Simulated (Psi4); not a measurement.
# SnH3Cl (SnClH3): a first try and a second

Wanted: a single-point energy of SnH3Cl (SnClH3), CEPA(0)/def2-SVPD (density fitting, core potential).

Program for the calculation: Psi4 1.11.

**1. Starting point**

SnH3Cl: 5 atoms, total charge 0, spin state singlet. As SMILES, `[H][Sn]([H])([H])[Cl]`. The shape comes from GFN2-xTB, which is rough for such elements, and wasn't checked as a minimum.

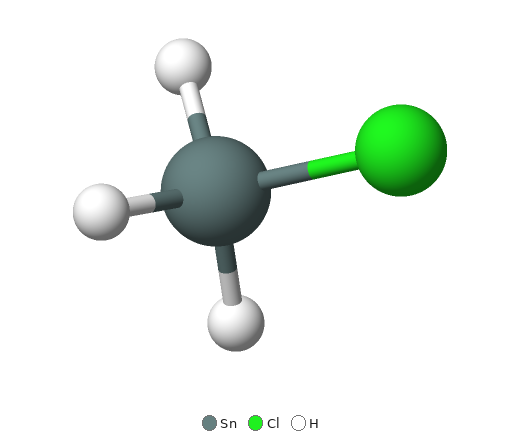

The structure, seen from a chosen angle (tin teal, chlorine green, hydrogen white).

**2. First attempt**

File input.dat:

```
memory 1.6 GB

molecule molecule1 {
  0 1
  Sn
  Cl 1 r2
  H 1 r3 2 a3
  H 1 r4 3 a4 2 d4
  H 1 r5 3 a5 4 d5

  r2 = 2.280698
  r3 = 1.673669
  a3 = 108.26415
  r4 = 1.674112
  a4 = 110.72473
  d4 = 118.36544
  r5 = 1.673776
  a5 = 110.75879
  d5 = 123.16274
  units angstrom
}

set {
  basis def2-SVPD
  scf_type df
  num_frozen_docc 9
  maxiter 3
  fail_on_maxiter false
}

energy('cepa(0)')
```

On the command line:

```
$ psi4 -n 1 input.dat output.dat
```

output.dat:

```text
Psi4 1.11 release

   => Loading Basis Set <=

    Name: DEF2-SVPD
    Role: ORBITAL
    Keyword: BASIS

    !!!  WARNING: ECP capability is in beta. Please check occupations closely.  !!!

         ---------------------------------------------------------
                                   SCF
                              RHF Reference
                        1 Threads,   1525 MiB Core
         ---------------------------------------------------------

  ==> Geometry <==

    Molecular point group: c1
    Full point group: C1

    Geometry (in Angstrom), charge = 0, multiplicity = 1:

       Center              X                  Y                   Z               Mass
    ------------   -----------------  -----------------  -----------------  -----------------
         SN           0.000012571493     0.000022742161    -0.495097754632   119.902201630000
         CL           0.000012571493     0.000022742161     1.785600245368    34.968852682000
         H            0.000012571493     1.589375238622    -1.019622838450     1.007825032230
         H           -1.377774741914    -0.795698788159    -1.015847554196     1.007825032230
         H            1.375830326858    -0.797171206319    -1.017719425350     1.007825032230

  Running in c1 symmetry.

[... 90 lines left out ...]
   @DF-RHF iter SAD:  -673.04708791815574   -6.73047e+02   0.00000e+00
[... 1 line left out ...]
   @DF-RHF iter   2:  -674.46757094820043   -3.42933e-02   1.20593e-03 DIIS/ADIIS
[... 2 lines left out ...]
PsiException: Could not converge SCF iterations in 3 iterations.
[... 1 line left out ...]
  Energy and/or wave function did not converge, but proceeding anyway.
[... 24 lines left out ...]
    Final Occupation by Irrep:
[... 9 lines left out ...]
    Nuclear Repulsion Energy =            116.5926675249529865
[... 1 line left out ...]
    Two-Electron Energy =                 454.1221467501411553
[... 15 lines left out ...]
 Dipole X            :          0.0038903           -0.0027241            0.0011662
[... 1 line left out ...]
 Dipole Z            :        -31.9245401           31.0101482           -0.9143919
[... 79 lines left out ...]
        Use frozen natural orbitals?           no
[... 1 line left out ...]
        e_convergence:                  1.000e-06
[... 8 lines left out ...]
        available memory =                           1525.88 mb
        minimum memory requirements for QCISD =        12.75 mb
        (T) algorithm:                                  9.34 mb (low-memory)
        memory requirements for QCISD(T) =              9.34 mb

  ==> Define tiling <==

        v(ab,cd) diagrams will be evaluated in   1 blocks.
        v(ab,ci) diagrams will be evaluated in   1 blocks over ov2.
        v(ab,ci) diagrams will be evaluated in   1 blocks over ov.

  Allocate cpu memory (    41.85 mb).....done.
  Initialize cpu memory..................done.

  Begin CEPA(0) iterations

   Iter  DIIS          Energy       d(Energy)          |d(T)|     time
      0   0 1   -0.2729056453   -0.2729056453    0.2919134584        0
      1   1 1   -0.3024409534   -0.0295353081    0.0635175693        0
      2   2 1   -0.3145344158   -0.0120934624    0.0240777598        0

RuntimeError:
Fatal Error:   CEPA iterations did not converge.

Printing out the relevant lines from the Psithon --> Python processed input file:
    core.set_global_option("BASIS", "def2-SVPD")
    core.set_global_option("SCF_TYPE", "df")
    core.set_global_option("NUM_FROZEN_DOCC", 9)
    core.set_global_option("MAXITER", 3)
    core.set_global_option("FAIL_ON_MAXITER", "false")
--> energy('cepa(0)')

!----------------------------------------------------------------------------------!
!                                                                                  !
! Fatal Error:   CEPA iterations did not converge.                                 !
!                                                                                  !
!----------------------------------------------------------------------------------!

    Psi4 run time: 0:00:04.49
```

Run time: 5.7 s. Hardware: 1 thread of Intel Xeon Platinum 8375C at 2.90GHz (Ice Lake), shared host; peak memory 0.51 GiB.

**3. What went wrong**

The SCF stopped at its cap without converging, and the program went on all the same: the numbers that follow in the log rest on unconverged orbitals.

The telling line is `Fatal Error:   CEPA iterations did not converge.`. The cause is that the iteration cap is too low for convergence. The sound input differs in these keys, not all of which need be the cause: iteration cap at its default in place of 3; fail on maxiter at its default in place of no.

**4. Try two**

File calc.inp:

```
memory 1600 MB

molecule {
  0 1
  Sn
  Cl 1 R2
  H 1 R3 2 A3
  H 1 R4 3 A4 2 D4
  H 1 R5 3 A5 4 D5

  R2 = 2.280698
  R3 = 1.673669
  A3 = 108.26415
  R4 = 1.674112
  A4 = 110.72473
  D4 = 118.36544
  R5 = 1.673776
  A5 = 110.75879
  D5 = 123.16274
}

set basis def2-SVPD
set scf_type df
set num_frozen_docc 9

energy("cepa(0)")
```

On the command line:

```
$ psi4 calc.inp calc.out -n 1
```

calc.out:

```text
[...]
    !!!  WARNING: ECP capability is in beta. Please check occupations closely.  !!!
[...]
  Running in c1 symmetry.
[...]
  Nuclear repulsion =  116.592667524952986
[...]
  Multiplicity = 1
[...]
  Nalpha       = 21
  Nbeta        = 21
[...]
    Number of basis functions: 83
[...]
   @DF-RHF iter   1:  -674.43327763833850   -1.38619e+00   3.37514e-03 ADIIS/DIIS
[...]
   @DF-RHF iter  10:  -674.47117417366633   -7.50333e-12   3.68369e-09 DIIS
[...]
    Orbital Energies [Eh]
    ---------------------
    Doubly Occupied:
       1A   -104.787075     2A    -10.548599     3A     -8.023209
       4A     -8.020676     5A     -8.020676     6A     -5.898841
       7A     -4.091175     8A     -4.086603     9A     -4.086602
      10A     -1.364510    11A     -1.357401    12A     -1.357396
      13A     -1.349855    14A     -1.349848    15A     -1.069932
      16A     -0.693109    17A     -0.496614    18A     -0.496515
      19A     -0.495720    20A     -0.438219    21A     -0.438108
[...]
  @DF-RHF Final Energy:  -674.47117417366633
   => Energetics <=
    Nuclear Repulsion Energy =            116.5926675249529865
    One-Electron Energy =               -1245.1863184634737536
    Two-Electron Energy =                 454.1224767648544685
    Total Energy =                       -674.4711741736663271
[...]
 Multipole Moments:
 ------------------------------------------------------------------------------------
     Multipole            Electronic (a.u.)      Nuclear  (a.u.)        Total (a.u.)
 ------------------------------------------------------------------------------------
 L = 1.  Multiply by 2.5417464519 to convert [e a0] to [Debye]
 Dipole X            :          0.0037657           -0.0027241            0.0010415
 Dipole Y            :          0.0067683           -0.0049280            0.0018403
 Dipole Z            :        -31.9151429           31.0101482           -0.9049946
 Magnitude           :                                                    0.9049971
[...]
      * SCS-MP2 total energy:                 -674.742884243578
[...]
      * MP2 total energy:                     -674.744011088839
[...]
```

Run time: 7.8 s. Hardware: 1 thread of Intel Xeon Platinum 8375C at 2.90GHz (Ice Lake), shared host; peak memory 0.51 GiB.

**5. Outcome**

At CEPA(0)/def2-SVPD (density fitting, core potential):

```
                                   quantity          value
                               total energy  -674.78773 Eh
        HOMO energy (Hartree–Fock orbitals)      -11.92 eV
        LUMO energy (Hartree–Fock orbitals)        1.53 eV
      HOMO–LUMO gap (Hartree–Fock orbitals)       13.45 eV
correlation energy (9 core orbitals frozen)     -316.6 mEh
```
